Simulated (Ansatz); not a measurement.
## Nudged elastic band, with input and output: BH5S

BH5S, computed with RKS r2SCAN/cc-pVDZ (Ansatz 0.2.0).

One setting was made poor on purpose. It belongs to a series of runs on one base structure; here: band between the two ends. Figures and captions count atoms from 1; the log counts them from 0 in places.

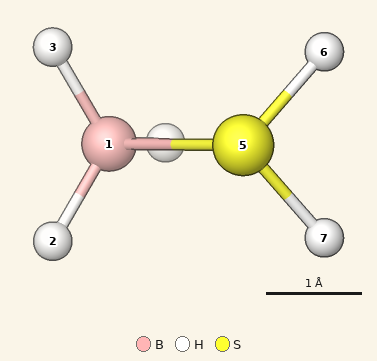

Fig. 1: The starting structure (ball-and-stick view, seen at a tilt; atoms are numbered from 1 in the order of the input). Bond lengths as drawn: B–H 1.21 to 1.22 Å, B–S 2.01 Å and H–S 1.36 Å.

Results in brief:

| quantity | value |
| --- | --- |
| outcome | converged |
| barrier, forward | 0.592 eV |
| barrier, backward | 0.796 eV |
| hardware | 1 thread of Arm Neoverse N1, 54 GiB of memory available, shared host |
| wall time | 2.3 min |
| peak memory | 0.11 GiB |

Remarks:

A deliberately poor setting: loose force. The order of the saddle point was not checked.

The input:
```yaml
crystal:
  periodic: [false, false, false]
  atoms:
    - { symbol: B, position_ang: [0.032111, -0.012548, 0.072068] }
    - { symbol: H, position_ang: [0.350065, 0.680088, 1.020871] }
    - { symbol: H, position_ang: [0.856036, -0.039549, -0.823158] }
    - { symbol: H, position_ang: [-1.132435, 0.028287, -0.263284] }
    - { symbol: S, position_ang: [0.325095, -1.840051, 0.866246] }
    - { symbol: H, position_ang: [-0.241644, -2.672189, -0.048569] }
    - { symbol: H, position_ang: [-0.725227, -1.981239, 1.719128] }
basis:
  gaussian: { orbitals: cc-pVDZ }
hamiltonian:
  xc: r2scan
neb:
  order_check: false
  images: 5
  f_tol: 0.5
  max_iterations: 60
  final_atoms:
    - { symbol: B, position_ang: [0.10424629, -0.6753977, -0.57434502] }
    - { symbol: H, position_ang: [-0.3574091, 0.56148135, 2.59260628] }
    - { symbol: H, position_ang: [1.01384117, 0.11056794, -0.60286655] }
    - { symbol: H, position_ang: [-1.04470359, -0.35338258, -0.70951453] }
    - { symbol: S, position_ang: [0.56865474, -2.37638207, -0.31583196] }
    - { symbol: H, position_ang: [-0.66763554, -2.93958654, -0.34557684] }
    - { symbol: H, position_ang: [-0.15299297, -0.1645014, 2.4988306] }
  initial_path:
    images:
      - { positions_ang: [[0.032111, -0.012548, 0.072068], [0.350065, 0.680088, 1.020871], [0.856036, -0.039549, -0.823158], [-1.132435, 0.028287, -0.263284], [0.325095, -1.840051, 0.866246], [-0.241644, -2.672189, -0.048569], [-0.725227, -1.981239, 1.719128]] }
      - { positions_ang: [[-0.00094757, -0.00805035, 0.04613581], [0.2167327, 0.45714545, 1.1919612], [0.88863244, -0.00153479, -0.752982], [-1.12202125, -0.00800025, -0.37176492], [0.27947017, -1.9126716, 0.80945779], [-0.3329465, -2.75769679, -0.08058833], [-0.46491899, -1.60639267, 1.70108245]] }
      - { positions_ang: [[-0.03400615, -0.0035527, 0.02020363], [0.0834004, 0.2342029, 1.36305139], [0.92122888, 0.03647943, -0.682806], [-1.11160751, -0.0442875, -0.48024585], [0.23384534, -1.9852922, 0.75266959], [-0.42424899, -2.84320458, -0.11260766], [-0.20461098, -1.23154634, 1.6830369]] }
      - { positions_ang: [[-0.06706472, 0.00094495, -0.00572856], [-0.04993189, 0.01126035, 1.53414159], [0.95382532, 0.07449364, -0.61263], [-1.10119376, -0.08057475, -0.58872677], [0.18822051, -2.05791281, 0.69588138], [-0.51555149, -2.92871237, -0.14462699], [0.05569703, -0.85670002, 1.66499135]] }
      - { positions_ang: [[-0.00996105, -0.2245026, -0.19526738], [-0.1524243, 0.19466735, 1.88696315], [0.97383061, 0.08651841, -0.60937552], [-1.0823637, -0.17151069, -0.62898936], [0.31503192, -2.16406923, 0.3586436], [-0.56624617, -2.93233709, -0.21161027], [-0.0138663, -0.62596714, 1.94293777]] }
      - { positions_ang: [[0.04714262, -0.44995015, -0.3848062], [-0.2549167, 0.37807435, 2.23978471], [0.99383589, 0.09854317, -0.60612103], [-1.06353365, -0.26244664, -0.66925194], [0.44184333, -2.27022565, 0.02140582], [-0.61694085, -2.93596182, -0.27859356], [-0.08342963, -0.39523427, 2.22088419]] }
      - { positions_ang: [[0.10424629, -0.6753977, -0.57434502], [-0.3574091, 0.56148135, 2.59260628], [1.01384117, 0.11056794, -0.60286655], [-1.04470359, -0.35338258, -0.70951453], [0.56865474, -2.37638207, -0.31583196], [-0.66763554, -2.93958654, -0.34557684], [-0.15299297, -0.1645014, 2.4988306]] }
```

Launched with:
```bash
ansatz run input.yaml --threads 1 --pin off --max-ram 2048MiB --backend cpu --events-out ev --progress --plain --runs-dir out
```

Output:
```
Engine: ansatz 0.2.0, aarch64-unknown-linux-gnu
Functional definition: r2SCAN
  parameter k0 = 0.174
  parameter k1 = 0.065
  parameter a1 = 4.9479
  exchange = r2scan_x(k0 = k0, k1 = k1, a1 = a1)
  correlation = r2scan_c
695 factors; their error is unknown
mean field evaluation 1: about -11587.7235 eV, gradient 3.0e1 eV
mean field evaluation 2: about -11586.2517 eV, gradient 3.5e1 eV
mean field evaluation 4: about -11591.1037 eV, gradient 1.1e0 eV
mean field evaluation 8: about -11591.0770 eV, gradient 1.0e-1 eV
mean field -11591.07706834 eV, -425.9642255474 hartree, gradient 3.1e-5 eV, S^2 0.000000; 0 other end points of the search recorded, 0 dependent functions left out
the calculation of the forces begins
reference -11591.07707677 eV, -425.9642258571 hartree; 13, 13 occupied and 44, 44 virtual orbitals, 695 factors
695 factors; their error is unknown
mean field evaluation 16: about -11589.5702 eV, gradient 2.1e1 eV
mean field -11591.28106114 eV, -425.9717221446 hartree, gradient 1.4e-5 eV, S^2 0.000000; 0 other end points of the search recorded, 0 dependent functions left out
[... from here on the field's lines of each further geometry are left out, up to the last ...]
NEB iter   1: max|band force component| = 5.007e0 eV/Å  barrier→ = 2.8452 eV  barrier← = 3.0492 eV  Δτ_max = 0.1960 Å  (175 SCF iters)
NEB iter   2: max|band force component| = 3.001e0 eV/Å  barrier→ = 1.6224 eV  barrier← = 1.8264 eV  Δτ_max = 0.2000 Å  (153 SCF iters)
NEB iter   3: max|band force component| = 1.215e0 eV/Å  barrier→ = 0.6555 eV  barrier← = 0.8595 eV  Δτ_max = 0.2000 Å  (148 SCF iters)
NEB iter   4: max|band force component| = 3.810e0 eV/Å  barrier→ = 0.8777 eV  barrier← = 1.0817 eV  Δτ_max = 0.1008 Å  (143 SCF iters)
NEB iter   5: max|band force component| = 5.267e-1 eV/Å  barrier→ = 0.5020 eV  barrier← = 0.7060 eV  Δτ_max = 0.1197 Å  (137 SCF iters)
NEB iter   6: max|band force component| = 5.242e-1 eV/Å  barrier→ = 0.5544 eV  barrier← = 0.7584 eV  CI = image 3  Δτ_max = 0.0943 Å  (132 SCF iters)
the calculation of the forces begins
reference -11591.24978299 eV, -425.9705726937 hartree; 13, 13 occupied and 44, 44 virtual orbitals, 695 factors
695 factors; their error is unknown
mean field -11590.48524586 eV, -425.9424764721 hartree, gradient 1.5e-5 eV, S^2 0.000000; 1 other end points of the search recorded, 0 dependent functions left out
the calculation of the forces begins
reference -11590.48525379 eV, -425.9424767637 hartree; 13, 13 occupied and 44, 44 virtual orbitals, 695 factors
NEB iter   7: max|band force component| = 4.199e-1 eV/Å  barrier→ = 0.5918 eV  barrier← = 0.7958 eV  CI = image 3  Δτ_max = 0.0000 Å  (265 SCF iters)
```

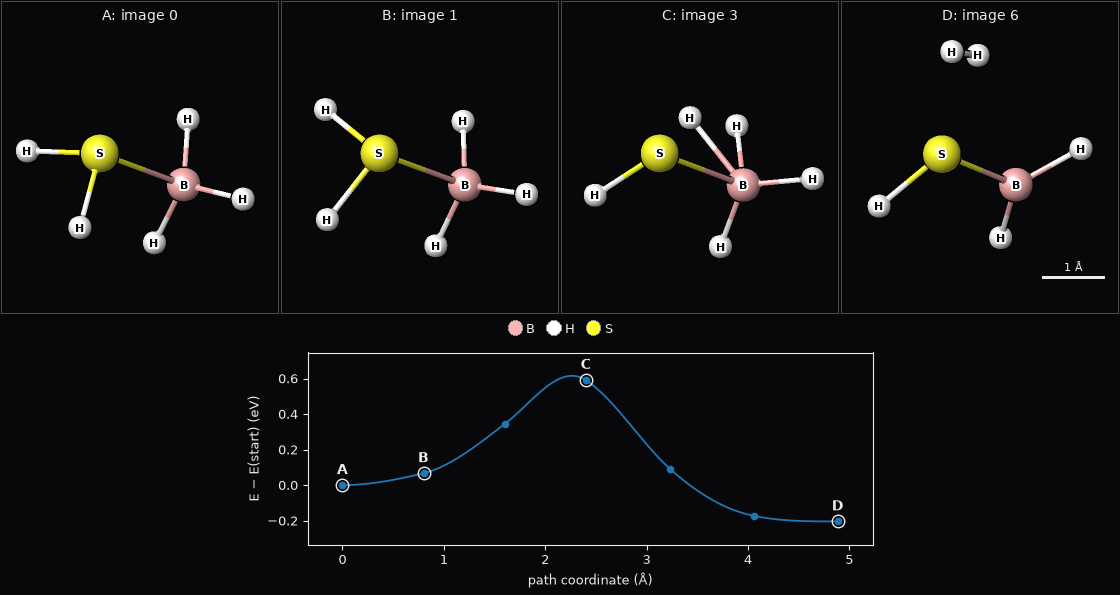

Fig. 2: Images of the last band (counted from 0; ball-and-stick, seen at a tilt) above the energy along the path; the line is a cubic interpolation that uses the forces. The highest image is number 3, 0.592 eV above the start and 0.796 eV above the end (the climbing image); the end lies 0.204 eV below the start. The path is 4.89 Å long. The band converged in 7 iterations.

```
Total energy: -11590.48525379 eV, -425.9424767637 hartree
Atom 0 at     0.014633    -0.268710     0.091941 Å, force    -0.216713    -0.088586    -0.494226 eV/Å
Atom 1 at    -0.180320     0.138629     1.279345 Å, force    -0.128649     0.059610     0.490654 eV/Å
Atom 2 at     0.985518     0.336810    -0.275467 Å, force     0.135576    -0.139389     0.082599 eV/Å
Atom 3 at    -1.041558    -0.180569    -0.480194 Å, force     0.042884    -0.009713     0.033008 eV/Å
Atom 4 at     0.476885    -2.229813     0.372443 Å, force     0.239602    -0.003473    -0.057851 eV/Å
Atom 5 at    -0.784310    -2.695216     0.249269 Å, force    -0.152049    -0.027779     0.014903 eV/Å
Atom 6 at    -0.006847    -0.938332     1.305964 Å, force     0.079348     0.209330    -0.069088 eV/Å
Dipole moment:    -0.202525    -0.119073     0.229159 e Å
this run last wrote the band of iteration 7 to [file]
```

The last band as extended XYZ (Å, eV, eV/Å):
```
7
Properties=species:S:1:pos:R:3:forces:R:3 image=0 energy=-11591.07707
B     0.0321   -0.0125    0.0721    0.0092  -0.0060   0.0059
H     0.3501    0.6801    1.0209    0.0013   0.0030   0.0004
H     0.8560   -0.0395   -0.8232    0.0018   0.0013  -0.0016
H    -1.1324    0.0283   -0.2633   -0.0104   0.0003  -0.0031
S     0.3251   -1.8401    0.8662    0.0016   0.0055  -0.0021
H    -0.2416   -2.6722   -0.0486   -0.0021  -0.0014   0.0020
H    -0.7252   -1.9812    1.7191   -0.0013  -0.0025  -0.0017
7
Properties=species:S:1:pos:R:3:forces:R:3 image=1 energy=-11591.01008
B     0.0308   -0.0124    0.0278    0.0050  -0.0430   0.0143
H     0.0615    0.5653    1.0970    0.0368   0.0486  -0.0201
H     0.9961    0.1656   -0.6848   -0.0131  -0.0166  -0.0405
H    -1.0521   -0.0652   -0.5162   -0.0099   0.0179   0.0168
S     0.3653   -1.9339    0.6861   -0.0309   0.0694   0.0295
H    -0.6106   -2.6638    0.0822    0.0531   0.0055  -0.0355
H    -0.3270   -1.8929    1.8512   -0.0410  -0.0818   0.0354
7
Properties=species:S:1:pos:R:3:forces:R:3 image=2 energy=-11590.73344
B    -0.0184   -0.0157    0.0386    0.0285  -0.0333  -0.0194
H    -0.1721    0.3516    1.1856   -0.0600   0.1530  -0.0087
H     1.0227    0.3126   -0.4757    0.0078   0.0166  -0.1204
H    -1.0205   -0.1445   -0.6230    0.0122   0.0600  -0.1051
S     0.4358   -2.1483    0.5087   -0.1303   0.2019   0.0712
H    -0.7934   -2.6806    0.2791    0.0451   0.0274  -0.0046
H     0.0099   -1.5122    1.6300    0.0967  -0.4257   0.1871
7
Properties=species:S:1:pos:R:3:forces:R:3 image=3 energy=-11590.48525
B     0.0146   -0.2687    0.0919   -0.2167  -0.0886  -0.4942
H    -0.1803    0.1386    1.2793   -0.1286   0.0596   0.4907
H     0.9855    0.3368   -0.2755    0.1356  -0.1394   0.0826
H    -1.0416   -0.1806   -0.4802    0.0429  -0.0097   0.0330
S     0.4769   -2.2298    0.3724    0.2396  -0.0035  -0.0579
H    -0.7843   -2.6952    0.2493   -0.1520  -0.0278   0.0149
H    -0.0068   -0.9383    1.3060    0.0793   0.2093  -0.0691
7
Properties=species:S:1:pos:R:3:forces:R:3 image=4 energy=-11590.98405
B     0.0753   -0.5198   -0.1666   -0.0236  -0.0105  -0.1045
H    -0.2214    0.2002    1.6295   -0.0536   0.1715   0.2413
H     0.9829    0.2668   -0.2600    0.0212  -0.1141  -0.0373
H    -1.0552   -0.1978   -0.4196    0.0106  -0.0292  -0.0158
S     0.5203   -2.2714    0.0158    0.0627  -0.1972  -0.2390
H    -0.7457   -2.7563    0.0878    0.0319  -0.0636  -0.0752
H    -0.0922   -0.5589    1.6564   -0.0491   0.2431   0.2306
7
Properties=species:S:1:pos:R:3:forces:R:3 image=5 energy=-11591.24977
B     0.0849   -0.6034   -0.3767    0.0012  -0.0075  -0.0318
H    -0.2839    0.3900    2.0872   -0.0094   0.0256   0.0583
H     0.9975    0.1784   -0.4154    0.0052  -0.0145  -0.0302
H    -1.0633   -0.2695   -0.4874    0.0014  -0.0104  -0.0124
S     0.5430   -2.3202   -0.1899    0.0133  -0.0139  -0.0198
H    -0.7020   -2.8623   -0.1668   -0.0073  -0.0150  -0.0294
H    -0.1121   -0.3501    2.0921   -0.0044   0.0357   0.0652
7
Properties=species:S:1:pos:R:3:forces:R:3 image=6 energy=-11591.28106
B     0.1042   -0.6754   -0.5743    0.0060   0.0051   0.0159
H    -0.3574    0.5615    2.5926    0.0041  -0.0217  -0.0020
H     1.0138    0.1106   -0.6029   -0.0017  -0.0040  -0.0039
H    -1.0447   -0.3534   -0.7095   -0.0051  -0.0012  -0.0090
S     0.5687   -2.3764   -0.3158   -0.0006  -0.0022  -0.0059
H    -0.6676   -2.9396   -0.3456    0.0010   0.0030   0.0027
H    -0.1530   -0.1645    2.4988   -0.0038   0.0211   0.0022
```
